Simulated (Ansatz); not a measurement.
# CH₅GaN₂Si: vertical ionisation energy

Aim: the vertical ionisation energy of CH₅GaN₂Si, as cation minus neutral at the neutral's geometry, on several levels, and how well −ε(HOMO) stands in for it.

The runs use Ansatz 0.2.0, Gaussian basis; unrestricted cation, the program's frozen cores in correlated methods.

Plan: UKS PBE-D4/def2-TZVPP; UKS r2SCAN-D4/def2-TZVPP; UKS PBE0-D4/def2-TZVPP; UKS B3LYP-D4/def2-TZVPP; UKS wB97X-V/def2-TZVPP; UKS wB97M-V/def2-TZVPP; UKS B2PLYP/def2-TZVPP; UHF-CCSD(T)/def2-TZVPP; UHF-MP2/def2-QZVPP; extrapolation to the limit; then −ε(HOMO) from the neutral's earlier runs with LDA (SPW92), PBE-D4, revPBE-D4, BLYP-D4, r2SCAN-D4, B97M-V, PBE0-D4, B3LYP-D4, r2SCANh-D4, r2SCAN0-D4, HSE06-D4, BHLYP-D4, CAM-B3LYP-D4, LC-ωPBE, ωB97X-V, ωB97M-V.

**1. The geometry**

An earlier PBE0-D4 in a triple-zeta def2 set relaxation fixed the geometry.

SMILES `N=C=N[SiH2][GaH2]`, 10 atoms, charge 0, spin multiplicity 1.

Atoms are counted from 1 here; the program's logs count them from 0.

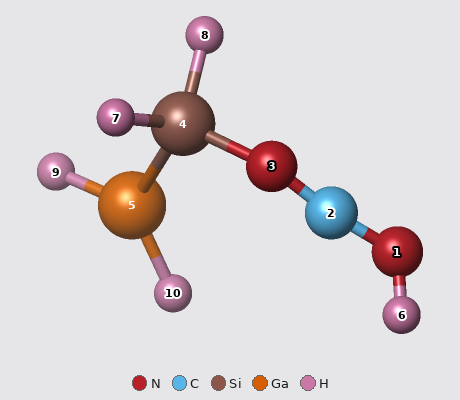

The structure; nitrogen red, carbon blue, silicon brown, gallium orange, hydrogen pink; atoms are numbered from 1 in the order of the file.

As a file:

```csv
atom,x (Å),y (Å),z (Å)
N1,0.9627,0.7903,2.7018
C2,0.8582,0.0345,1.7520
N3,0.6909,-0.8105,0.9107
Si4,-0.1808,-1.1713,-0.5366
Ga5,-0.9604,0.7878,-1.7249
H6,1.6459,1.5302,2.7212
H7,0.7297,-1.9700,-1.4025
H8,-1.3148,-2.0619,-0.1631
H9,-1.8626,0.6342,-3.0047
H10,-0.5688,2.2369,-1.2539
```

**2. Cation, UKS PBE-D4/def2-TZVPP**

Input file in.yaml:

```yaml
crystal:
  periodic: [false, false, false]
  atoms:
    - {symbol: N, position_ang: [0.962719, 0.790270, 2.701771]}
    - {symbol: C, position_ang: [0.858248, 0.034452, 1.751969]}
    - {symbol: N, position_ang: [0.690947, -0.810543, 0.910712]}
    - {symbol: Si, position_ang: [-0.180754, -1.171316, -0.536581]}
    - {symbol: Ga, position_ang: [-0.960449, 0.787770, -1.724851]}
    - {symbol: H, position_ang: [1.645852, 1.530184, 2.721242]}
    - {symbol: H, position_ang: [0.729681, -1.970046, -1.402488]}
    - {symbol: H, position_ang: [-1.314773, -2.061916, -0.163093]}
    - {symbol: H, position_ang: [-1.862642, 0.634191, -3.004736]}
    - {symbol: H, position_ang: [-0.568829, 2.236946, -1.253947]}
basis:
  gaussian: {orbitals: def2-TZVPP}
total_charge: 1
magnetization: {spin_polarized: true, initial_magnetization: 1}
hamiltonian: {xc: pbe, dispersion: d4}
```

Command:

```sh
> ansatz run in.yaml --threads 2 --pin off --events-out ev --progress --plain --max-ram 32768MiB --backend cpu
```

The runs that follow: Cation, UKS r2SCAN-D4/def2-TZVPP; Cation, UKS PBE0-D4/def2-TZVPP; Cation, UKS B3LYP-D4/def2-TZVPP; Cation, UKS wB97X-V/def2-TZVPP; Cation, UKS wB97M-V/def2-TZVPP; Cation, UKS B2PLYP (frozen core)/def2-TZVPP; Cation, UHF-CCSD(T)/def2-TZVPP; Cation, UHF-MP2/def2-QZVPP.

Before running them: what should the planned runs give, taken together? Wanted: ionisation energy, CCSD(T)/CBS; nearest functional by difference; nearest −ε(HOMO); −ε(HOMO) of PBE; T1 of the cation.

The runs gave:

| quantity | value |
| --- | --- |
| ionisation energy, CCSD(T)/CBS | 9.36 eV |
| nearest functional by difference | ωB97X-V (-0.20 eV) |
| nearest −ε(HOMO) | ωB97X-V (-0.09 eV) |
| −ε(HOMO) of PBE | 5.97 eV |
| T1 of the cation | 0.049 |

Energy differences with functionals land within 0.76 eV of the reference. −ε(HOMO) of PBE misses by 3.4 eV, since self-interaction lifts the level. Among orbital estimates ωB97X-V comes nearest. Hartree-Fock falls 1.08 eV short, as the neutral has more correlation energy than the cation. The cation's T1 (from the report) is 0.049, above the customary mark of 0.045 for open shells, so the coupled-cluster value is less safe. The cation may have settled in a state other than its lowest; no search over hole states beyond the program's own was made. Correlated methods include outer-core shells of Ga, which these sets cover unevenly. With outer-core shells in play the reference is unsure by up to some tenths of an eV, so close misses can't be ranked.
